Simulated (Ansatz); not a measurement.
## Electronic structure of CH$_{3}$InS in real space

```
atom    x (Å)    y (Å)    z (Å)
   C  -0.2273  -0.7297  -0.4936
   S  -1.3210   0.7644  -0.6443
  In   0.6063   0.7226   0.7726
   H   0.3135  -0.9850  -1.3999
   H  -0.7030  -1.5914  -0.0352
   H   1.3315   1.8191   1.8003
```

Geometry: PBE0-D4/def2-TZVP; core potentials replace the inner electrons of In.

Computed with Ansatz 0.2.0, RKS PBE0-D4/def2-TZVPP.

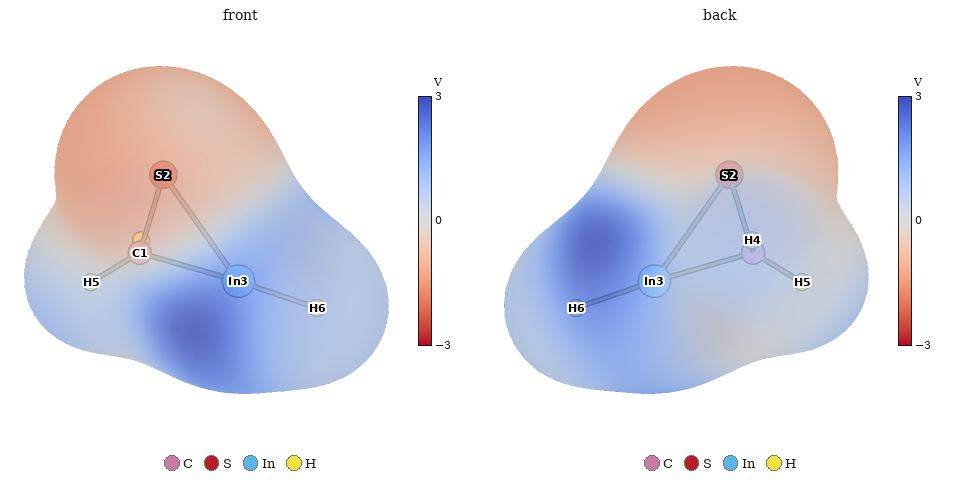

Figure 1. The electrostatic potential painted on the density surface at 0.002 e/bohr³, seen from the front and from behind; the colour scale runs from red (negative) to blue (positive).

**Which sites attract a positive test charge, and which a negative one?**

A positive charge is drawn to the negative regions and a negative charge to the positive ones. The most negative region (about −1.2 V, or −28 kcal/mol for a unit charge) lies over S2, the most positive (about +2.8 V, or +65 kcal/mol for a unit charge) over In3.

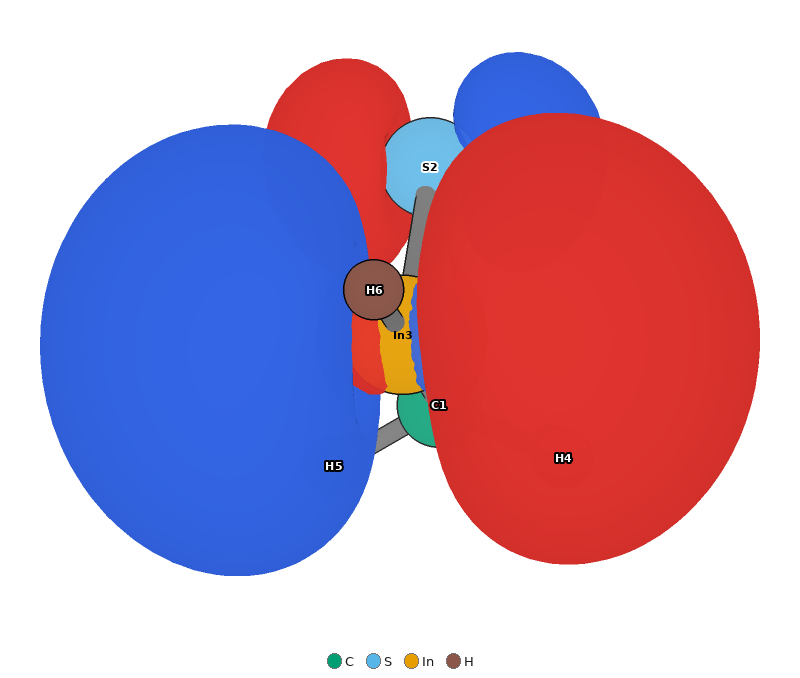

Figure 2. The LUMO at ±0.08 Å⁻³ᐟ² (blue and red are the two phases), seen at an oblique angle.

**Describe this orbital and give its energy.**

By Hirshfeld shares it lies mainly on In3 (about 80 %) and S2 (about 10 %). Its energy is −1.67 eV.

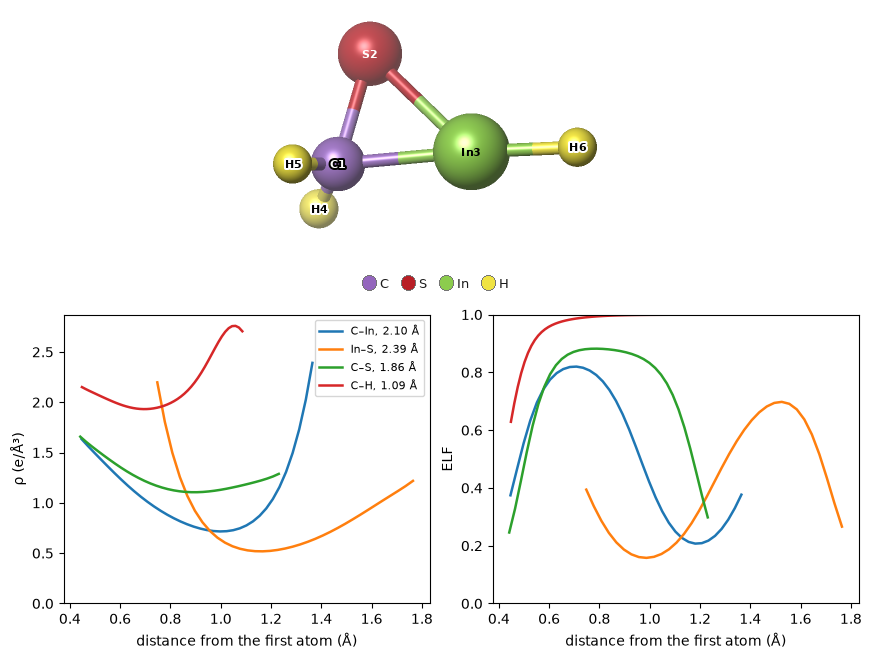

Figure 3. Electron density and electron localisation function along straight lines between neighbouring atoms. The curves leave out the atomic cores. The structure is drawn too.

**What can be read from the curves?**

C–In (2.10 Å): the density is about 0.73 e/Å³ at the midpoint; the ELF peaks at about 0.80 in the valence shell of C, 0.7 Å from its nucleus, and drops to about 0.20 between the two atoms.
In–S (2.39 Å): ρ at the midpoint is about 0.52 e/Å³; the ELF peaks at about 0.70 in the valence shell of S, 0.9 Å from its nucleus, and drops to about 0.15 between the two atoms.
C–S (1.86 Å): ρ at the midpoint is about 1.1 e/Å³; the ELF peaks at about 0.90 between the atoms (a covalent bond).
C–H (1.09 Å): ρ at the midpoint is about 2 e/Å³; the ELF climbs to about 1 towards the hydrogen, as it does in any bond to H: an ordinary covalent bond to hydrogen.
